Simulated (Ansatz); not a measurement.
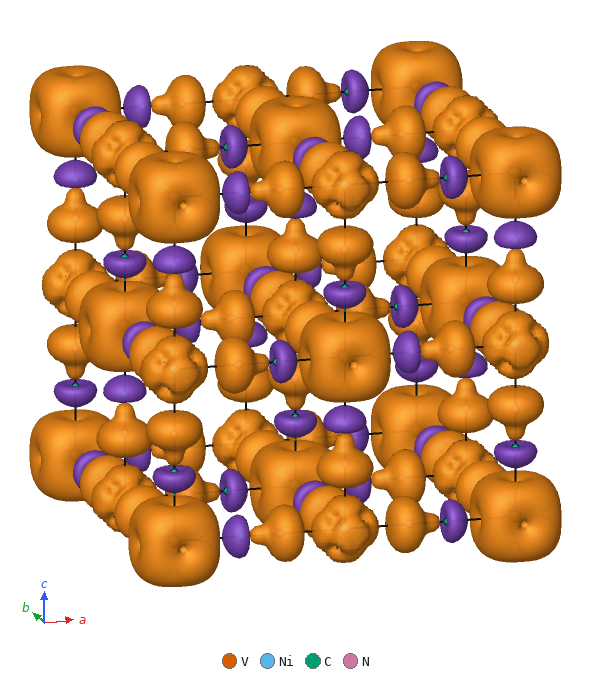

Figure 1: VNiC$_{6}$N$_{6}$. Isosurfaces of the spin density at +0.015 (orange) and −0.015 e/Å³ (purple), seen slightly off an axis. Sticks mark near contacts.

Space group Fm-3m; a structure generated by program, which may or may not match a known phase; spin-polarised.

The calculation used DFT PBE, scalar-relativistic, plane waves, PAW in Ansatz 0.2.0.

Core electrons are frozen (PAW), and the valence fields are smoothed inside the atomic spheres.

**Which atoms carry the moments, and with what signs?**

The spin density sits on V: +1.0 μB (×4); Ni: +1.2 μB (×4) in one cell of 56 atoms, with smaller moments on other sites: N (up to +0.05 μB): parallel main moments (a ferromagnetic arrangement) in this solution. The cell of the calculation (14 atoms) carries 3.0 μB of net spin moment.
